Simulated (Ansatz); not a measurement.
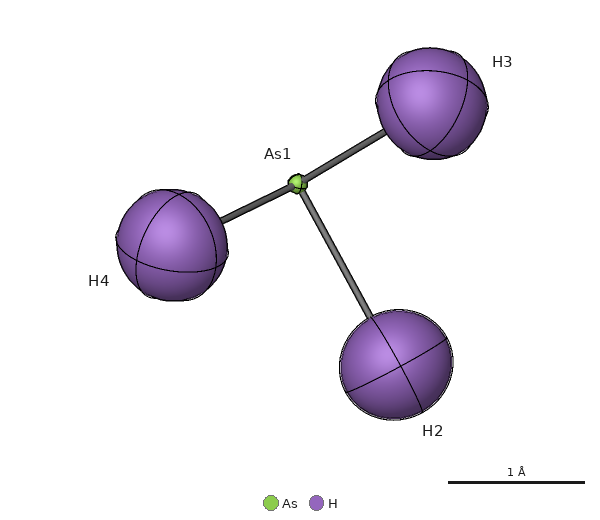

Displacement ellipsoids at the 50 % level, enlarged 3 times, from the internal vibrations of the free molecule (harmonic, no overall translation or rotation; no half-axis is drawn under 0.075 Å). Vibrations computed with RKS PBE0-D4/def2-TZVP (Ansatz 0.2.0). Temperature: 0 K (zero-point motion alone).

Which atom moves most?

Answer. H2, H3, H4, with U_eq = 0.0081 Å².

Give the displacement parameters, one line for each set of equivalent atoms.

```csv
atom,U_eq (Å²),rms amplitudes (Å)
As1,< 0.00001,"0.002, 0.002, 0.003"
"H2, H3, H4",0.0081,"0.086, 0.091, 0.092"
```
